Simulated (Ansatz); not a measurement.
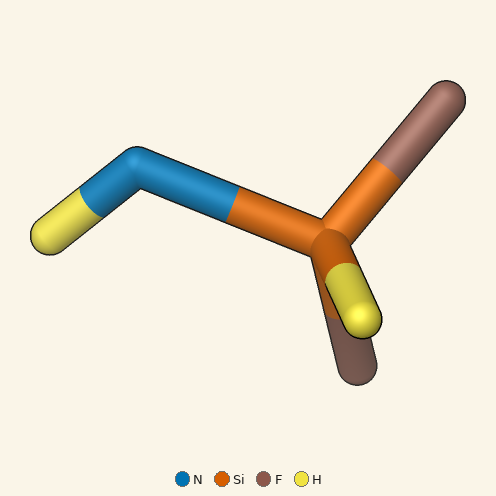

Starting geometry of the run.

The calculation was set up as follows.

```yaml
crystal:
  periodic: [false, false, false]
  atoms:
    - {symbol: N, position_ang: [-0.025363, 1.001706, -0.903745]}
    - {symbol: Si, position_ang: [0.188042, -0.244928, 0.273027]}
    - {symbol: F, position_ang: [1.578663, -0.941446, -0.004651]}
    - {symbol: F, position_ang: [-0.908640, -1.390178, 0.207406]}
    - {symbol: H, position_ang: [-0.977794, 1.156659, -1.236522]}
    - {symbol: H, position_ang: [0.187194, 0.354087, 1.618286]}
basis:
  gaussian: {orbitals: def2-TZVPP}
magnetization: {spin_polarized: true, initial_magnetization: 1}
hamiltonian: {xc: {name: B3LYP}, dispersion: d4}
```

Result:

```
Functional definition: B3LYP
  name "B3LYP"
  cite "Stephens, Devlin, Chabalowski & Frisch, J. Phys. Chem. 98, 11623 (1994) doi:10.1021/j100096a001"
  cite "Becke, Phys. Rev. A 38, 3098 (1988) doi:10.1103/PhysRevA.38.3098"
  cite "Lee, Yang & Parr, Phys. Rev. B 37, 785 (1988) doi:10.1103/PhysRevB.37.785"
  cite "Vosko, Wilk & Nusair, Can. J. Phys. 58, 1200 (1980) doi:10.1139/p80-159"
  parameter a0 = 0.2
  parameter ax = 0.72
  parameter ac = 0.81
  exchange = (1 - a0 - ax)*slater_x + ax*b88_x + a0*exact_x
  correlation = (1 - ac)*vwn_rpa_c + ac*lyp_c
876 factors; their error is unknown
mean field evaluation 1: about -14833.9543 eV, gradient 4.4e1 eV
mean field evaluation 2: about -14825.5901 eV, gradient 6.5e1 eV
mean field evaluation 4: about -14840.2171 eV, gradient 2.0e0 eV
mean field evaluation 8: about -14840.2359 eV, gradient 1.0e-1 eV
mean field evaluation 16: about -14840.2642 eV, gradient 6.3e-4 eV
mean field -14840.26423689 eV, -545.3696516133 hartree, gradient 3.0e-5 eV, S^2 0.753083; 2 other end points of the search recorded, 0 dependent functions left out
reference -14840.26444022 eV, -545.3696590854 hartree; 21, 20 occupied and 142, 143 virtual orbitals, 876 factors
Total energy: -14840.42162428 eV, -545.3754354931 hartree
```
